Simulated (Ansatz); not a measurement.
Geometry relaxation, with input and output: BSiH5OF2 (part 1 of 2)

BSiH5OF2, computed with RKS B3LYP/def2-SVP (Ansatz 0.2.0).

The input holds or restrains some coordinates. It belongs to a series of runs on one base structure; here: pulled along the bonds that form and break, towards end A. Figures and captions count atoms from 1; the log counts them from 0 in places.

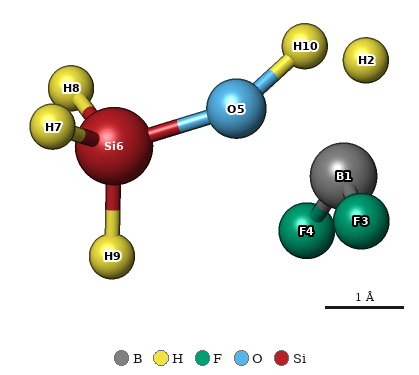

Figure 1. The input geometry (ball-and-stick view, seen on its broad side; atoms are numbered from 1 in the order of the input).

## The input
```yaml
crystal:
  periodic: [false, false, false]
  atoms:
    - { symbol: B, position_ang: [0.0, 0.0, 0.0] }
    - { symbol: H, position_ang: [0.0, 0.0, 1.54] }
    - { symbol: F, position_ang: [1.1431, 0.0, -0.66] }
    - { symbol: F, position_ang: [-1.1431, 0.0, -0.66] }
    - { symbol: O, position_ang: [0.0715, -1.6212, 0.5392] }
    - { symbol: Si, position_ang: [-0.6985, -2.9178, -0.2012] }
    - { symbol: H, position_ang: [0.2063, -4.0629, -0.2427] }
    - { symbol: H, position_ang: [-1.8953, -3.2713, 0.5566] }
    - { symbol: H, position_ang: [-1.0766, -2.5477, -1.562] }
    - { symbol: H, position_ang: [0.0379, -0.8605, 1.537] }
basis:
  gaussian: { orbitals: def2-SVP }
hamiltonian:
  xc: b3lyp
relax:
  f_tol: 0.15
  max_steps: 25
  restrain:
    - { distance: [0, 4], at: 2.61, k: 30.0 }
    - { distance: [9, 1], at: 1.86, k: 30.0 }
    - { distance: [0, 1], at: 1.19, k: 30.0 }
    - { distance: [9, 4], at: 1.01, k: 30.0 }
output:
  orbitals: {}
```

Launch command:
```bash
ansatz run input.yaml --threads 2 --pin off --max-ram 3072MiB --backend cpu --events-out ev --progress --plain --runs-dir out
```

## Output
```
The last accepted step is kept in [file] (removed where the run ends without a failure and the disk answers)
Engine: ansatz 0.2.0, aarch64-unknown-linux-gnu
Functional definition: B3LYP
  parameter a0 = 0.2
  parameter ax = 0.72
  parameter ac = 0.81
  exchange = (1 - a0 - ax)*slater_x + ax*b88_x + a0*exact_x
  correlation = (1 - ac)*vwn_rpa_c + ac*lyp_c
1031 factors; integrals over basis functions are off by at most 4.9e-4 eV
mean field evaluation 1: about -16103.7050 eV, gradient 5.8e1 eV
mean field evaluation 2: about -16086.6147 eV, gradient 1.1e2 eV
mean field evaluation 4: about -16109.2627 eV, gradient 6.2e0 eV
mean field evaluation 8: about -16109.3600 eV, gradient 7.1e-2 eV
mean field evaluation 16: about -16109.3600 eV, gradient 9.0e-6 eV
mean field -16109.36001980 eV, -592.0080614114 hartree, gradient 9.0e-6 eV, S^2 0.000000; 0 other end points of the search recorded, 0 dependent functions left out
the calculation of the forces begins
reference -16109.36027514 eV, -592.0080707948 hartree; 25, 25 occupied and 74, 74 virtual orbitals, 1031 factors
relax step   1: F+E_penalty+E_count = -16109.36001980 eV  Δ(F+E_penalty+E_count) = +0.000e0 eV  max|allowed force component| = 5.168e0 eV/Å  E_restraint = 29.84850897 eV  max|allowed force component, restraints' pulls added| = 3.668e1 eV/Å  Δτ_max = 0.0000 Å  (26 SCF iters, accepted)
  distance B 0 - O 4 = 1.7100 Å
  distance H 9 - H 1 = 0.8613 Å
  distance B 0 - H 1 = 1.5400 Å
  distance H 9 - O 4 = 1.2551 Å
these checks for a lower state are left out or cut short: starts, cluster_reference, orbital_swaps, neighbouring_geometries, increment
1032 factors; integrals over basis functions are off by at most 1.2e-3 eV
mean field -16110.12588120 eV, -592.0362062986 hartree, gradient 7.2e-6 eV, S^2 0.000000; 0 other end points of the search recorded, 0 dependent functions left out
the calculation of the forces begins
reference -16110.12613815 eV, -592.0362157415 hartree; 25, 25 occupied and 74, 74 virtual orbitals, 1032 factors
relax step   2: F+E_penalty+E_count = -16110.12588120 eV  Δ(F+E_penalty+E_count) = -7.659e-1 eV  max|allowed force component| = 2.907e0 eV/Å  E_restraint = 14.52116856 eV  max|allowed force component, restraints' pulls added| = 2.489e1 eV/Å  Δτ_max = 0.1949 Å  (35 SCF iters, accepted)
  distance B 0 - O 4 = 1.9290 Å
  distance H 9 - H 1 = 1.2113 Å
  distance B 0 - H 1 = 1.4441 Å
  distance H 9 - O 4 = 1.1474 Å
these checks for a lower state are left out or cut short: starts, cluster_reference, orbital_swaps, neighbouring_geometries, increment
1032 factors; integrals over basis functions are off by at most 1.8e-3 eV
mean field evaluation 32: about -16110.8953 eV, gradient 5.6e-6 eV
mean field -16110.89526694 eV, -592.0644807029 hartree, gradient 5.6e-6 eV, S^2 0.000000; 0 other end points of the search recorded, 0 dependent functions left out
the calculation of the forces begins
reference -16110.89552309 eV, -592.0644901164 hartree; 25, 25 occupied and 74, 74 virtual orbitals, 1032 factors
relax step   3: F+E_penalty+E_count = -16110.89526694 eV  Δ(F+E_penalty+E_count) = -7.694e-1 eV  max|allowed force component| = 2.690e0 eV/Å  E_restraint = 4.10504821 eV  max|allowed force component, restraints' pulls added| = 1.090e1 eV/Å  Δτ_max = 0.1948 Å  (34 SCF iters, accepted)
  distance B 0 - O 4 = 2.2033 Å
  distance H 9 - H 1 = 1.5529 Å
  distance B 0 - H 1 = 1.3082 Å
  distance H 9 - O 4 = 1.0031 Å
these checks for a lower state are left out or cut short: starts, cluster_reference, orbital_swaps, neighbouring_geometries, increment
1031 factors; integrals over basis functions are off by at most 9.5e-4 eV
mean field -16111.22917452 eV, -592.0767515803 hartree, gradient 1.7e-5 eV, S^2 0.000000; 0 other end points of the search recorded, 0 dependent functions left out
the calculation of the forces begins
reference -16111.22942835 eV, -592.0767609082 hartree; 25, 25 occupied and 74, 74 virtual orbitals, 1031 factors
relax step   4: F+E_penalty+E_count = -16111.22917452 eV  Δ(F+E_penalty+E_count) = -3.339e-1 eV  max|allowed force component| = 2.729e0 eV/Å  E_restraint = 0.26946171 eV  max|allowed force component, restraints' pulls added| = 3.815e0 eV/Å  Δτ_max = 0.1945 Å  (27 SCF iters, accepted)
  distance B 0 - O 4 = 2.4895 Å
  distance H 9 - H 1 = 1.8377 Å
  distance B 0 - H 1 = 1.1781 Å
  distance H 9 - O 4 = 0.9570 Å
these checks for a lower state are left out or cut short: starts, cluster_reference, orbital_swaps, neighbouring_geometries, increment
1031 factors; integrals over basis functions are off by at most 9.7e-4 eV
mean field -16111.53081956 eV, -592.0878368309 hartree, gradient 2.5e-5 eV, S^2 0.000000; 0 other end points of the search recorded, 0 dependent functions left out
the calculation of the forces begins
reference -16111.53107533 eV, -592.0878462304 hartree; 25, 25 occupied and 74, 74 virtual orbitals, 1031 factors
relax step   5: F+E_penalty+E_count = -16111.53081956 eV  Δ(F+E_penalty+E_count) = -3.016e-1 eV  max|allowed force component| = 1.677e0 eV/Å  E_restraint = 0.04670333 eV  max|allowed force component, restraints' pulls added| = 1.410e0 eV/Å  Δτ_max = 0.1949 Å  (34 SCF iters, accepted)
  distance B 0 - O 4 = 2.5723 Å
  distance H 9 - H 1 = 1.8787 Å
  distance B 0 - H 1 = 1.2125 Å
  distance H 9 - O 4 = 0.9811 Å
these checks for a lower state are left out or cut short: starts, cluster_reference, orbital_swaps, neighbouring_geometries, increment
1031 factors; integrals over basis functions are off by at most 9.3e-4 eV
mean field -16111.70443614 eV, -592.0942171226 hartree, gradient 1.8e-5 eV, S^2 0.000000; 0 other end points of the search recorded, 0 dependent functions left out
the calculation of the forces begins
reference -16111.70469866 eV, -592.0942267702 hartree; 25, 25 occupied and 74, 74 virtual orbitals, 1031 factors
relax step   6: F+E_penalty+E_count = -16111.70443614 eV  Δ(F+E_penalty+E_count) = -1.736e-1 eV  max|allowed force component| = 1.211e0 eV/Å  E_restraint = 0.02499495 eV  max|allowed force component, restraints' pulls added| = 1.003e0 eV/Å  Δτ_max = 0.2000 Å  (27 SCF iters, accepted)
  distance B 0 - O 4 = 2.5888 Å
  distance H 9 - H 1 = 1.8807 Å
  distance B 0 - H 1 = 1.2033 Å
  distance H 9 - O 4 = 0.9852 Å
these checks for a lower state are left out or cut short: starts, cluster_reference, orbital_swaps, neighbouring_geometries, increment
1031 factors; integrals over basis functions are off by at most 8.2e-4 eV
mean field -16111.78139518 eV, -592.0970453153 hartree, gradient 8.3e-6 eV, S^2 0.000000; 0 other end points of the search recorded, 0 dependent functions left out
the calculation of the forces begins
reference -16111.78165924 eV, -592.0970550193 hartree; 25, 25 occupied and 74, 74 virtual orbitals, 1031 factors
relax step   7: F+E_penalty+E_count = -16111.78139518 eV  Δ(F+E_penalty+E_count) = -7.696e-2 eV  max|allowed force component| = 8.033e-1 eV/Å  E_restraint = 0.01727414 eV  max|allowed force component, restraints' pulls added| = 3.640e-1 eV/Å  Δτ_max = 0.2000 Å  (28 SCF iters, accepted)
  distance B 0 - O 4 = 2.6038 Å
  distance H 9 - H 1 = 1.8753 Å
  distance B 0 - H 1 = 1.2003 Å
  distance H 9 - O 4 = 0.9822 Å
these checks for a lower state are left out or cut short: starts, cluster_reference, orbital_swaps, neighbouring_geometries, increment
1031 factors; integrals over basis functions are off by at most 8.0e-4 eV
mean field evaluation 64: about -16111.7973 eV, gradient 3.1e-1 eV
mean field -16111.79786675 eV, -592.0976506342 hartree, gradient 1.3e-5 eV, S^2 0.000000; 0 other end points of the search recorded, 0 dependent functions left out
the calculation of the forces begins
reference -16111.79812889 eV, -592.0976602676 hartree; 25, 25 occupied and 74, 74 virtual orbitals, 1031 factors
relax step   8: F+E_penalty+E_count = -16111.79786675 eV  Δ(F+E_penalty+E_count) = -1.647e-2 eV  max|allowed force component| = 8.380e-1 eV/Å  E_restraint = 0.01250832 eV  max|allowed force component, restraints' pulls added| = 1.456e-1 eV/Å  Δτ_max = 0.1747 Å  (27 SCF iters, accepted)
```

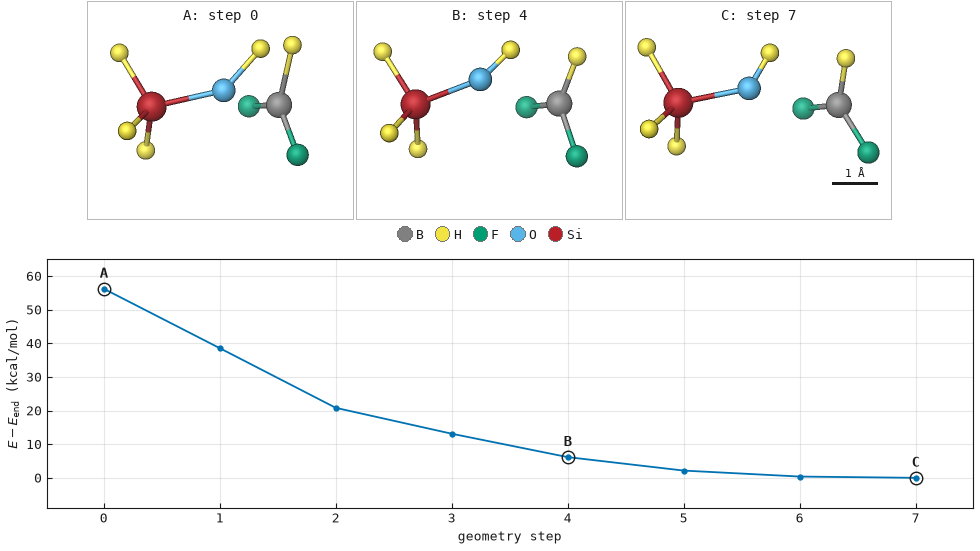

Figure 2. Frames of the restrained relaxation (ball-and-stick view, seen at a tilt) above the curves, on which the letters mark them (the first geometry is step 0 here and step 1 in the log).

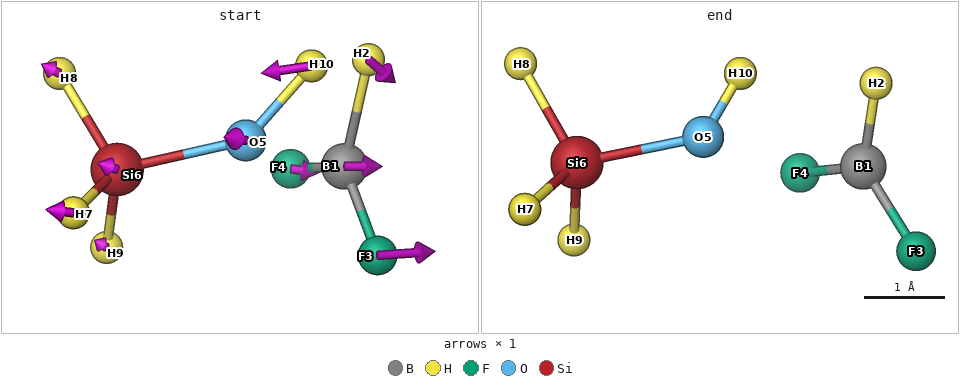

Figure 3. Before (left) and after (right) the restrained relaxation, at one scale (ball-and-stick view, seen at a tilt). The pink arrows give the displacements, at true length. After 7 geometry steps the energy has fallen by 56.2 kcal/mol. The largest force component goes from 5.2 to 0.84 eV/Å. F3 moves most after the best rigid fit: 0.80 Å. Largest moves by element: F 0.80 Å, H 0.65 Å, B 0.51 Å, O 0.45 Å, Si 0.30 Å. Distances before and after: B1–H2 1.540 → 1.195 Å, O5–H10 1.255 → 0.983 Å, Si6–H7 1.460 → 1.488 Å. New bonds form: B1–H2 (1.54 → 1.19 Å). Among the angles that change: Si6–O5–H10 143.7° → 121.8°, O5–Si6–H7 109.5° → 107.0°. (Atoms are counted from 1 in the order of the input.)

```
  distance B 0 - O 4 = 2.6065 Å
  distance H 9 - H 1 = 1.8672 Å
  distance B 0 - H 1 = 1.1950 Å
  distance H 9 - O 4 = 0.9827 Å
1031 factors; integrals over basis functions are off by at most 8.0e-4 eV
mean field -16111.79786675 eV, -592.0976506342 hartree, gradient 1.3e-5 eV, S^2 0.000000; 1 other end points of the search recorded, 0 dependent functions left out
the calculation of the forces begins
reference -16111.79812889 eV, -592.0976602676 hartree; 25, 25 occupied and 74, 74 virtual orbitals, 1031 factors
Total energy: -16111.79812889 eV, -592.0976602676 hartree
Atom 0 at     0.117740     0.492976     0.025510 Å, force     0.050773    -0.188807    -0.194486 eV/Å
Atom 1 at     0.100251     0.424612     1.218397 Å, force     0.003618     0.307522     0.167706 eV/Å
Atom 2 at     1.223695     0.803202    -0.618899 Å, force    -0.145607    -0.013523     0.035854 eV/Å
Atom 3 at    -0.999795     0.332965    -0.662077 Å, force     0.107882     0.092144    -0.000265 eV/Å
Atom 4 at     0.171908    -2.031079     0.673676 Å, force    -0.240694     0.600480     0.529955 eV/Å
Atom 5 at    -0.745097    -3.206811    -0.104241 Å, force     0.019912     0.008384     0.071012 eV/Å
Atom 6 at     0.110714    -4.418106    -0.220249 Å, force    -0.028074     0.013626    -0.004846 eV/Å
Atom 7 at    -1.979961    -3.528437     0.673857 Å, force     0.031994     0.024241     0.000098 eV/Å
Atom 8 at    -1.128134    -2.739857    -1.462911 Å, force    -0.035676    -0.006054    -0.044442 eV/Å
Atom 9 at    -0.226021    -1.410866     1.323836 Å, force     0.235872    -0.838014    -0.560586 eV/Å
Dipole moment:    -0.227863    -0.028540     0.282582 e Å
```
